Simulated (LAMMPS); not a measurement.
Simulation of a melt made from ZnSe (zinc blende), 4096 atoms, at 1440 K and 0 GPa, brought to that temperature within a few picoseconds.

Computed with classical MD, pair style sw, file CdTeZnSeHgS0.sw; code LAMMPS.

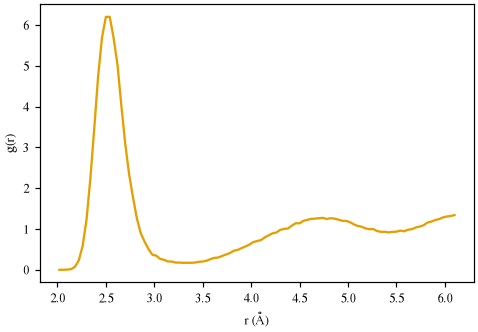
*g(r) against r (Å)*

Read from the full data:
- state found: liquid
- first peak of g(r), Se-Zn: 2.52 Å, height 6.2
- coordination number of Se by Zn: 3.90 (counted to 3.34 Å)
- coordination number of Zn by Se: 3.90 (counted to 3.34 Å)

Caution: enthalpy drifts during the constant-pressure average: a transition or slow ageing; fluctuation values are void. Caution: this liquid lies under the melting point of about 2190 K that CdTeZnSeHgS0.sw gives, so it is undercooled.
